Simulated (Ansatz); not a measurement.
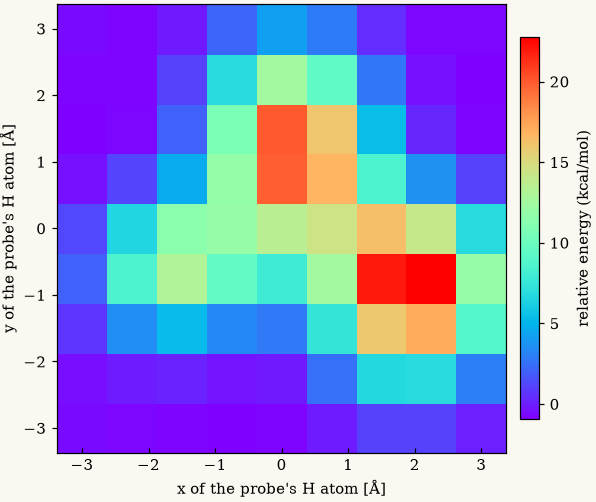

Energy landscape of CHBOS₂ (SMILES O=C1SB1S) with the probe H2. The probe is moved over a plane parallel to the molecule's main plane, 1.70 Å above it. Coordinates scanned: (1) x of the probe's H atom; (2) y of the probe's H atom. Nothing is relaxed (molecule and probe rigid, the probe upright with H nearest the plane). Grid: 9 × 9 points. Energies: kcal/mol, counted from molecule and probe far apart, each relaxed in its own basis (no counterpoise correction). Energies and slopes of some neighbouring points disagree (a jump in structure or state, or too coarse a mesh). Level of theory: Ansatz, RKS PBE-D4/def2-SVPD.

In the figure: one coloured cell a grid point. 

Q: What does the map say about the system?

A: The lowest grid point is at x of the probe's H atom = −3.00 Å, y of the probe's H atom = 1.50 Å, −0.9 kcal/mol from molecule and probe far apart, each relaxed in its own basis (no counterpoise correction). It lies on the edge of the grid, but the force there points inwards, so the minimum lies inside the range. The highest grid point, x of the probe's H atom = 2.25 Å, y of the probe's H atom = −0.75 Å, lies 23.7 kcal/mol above the lowest.

Each point was launched as `ansatz run input.yaml --threads 1 --pin off --max-ram 2560MiB --backend cpu --events-out ev --progress --plain --runs-dir out`. Time for the 81 points that were run: 9 min on 1 thread of Arm Neoverse V2 (shared host).
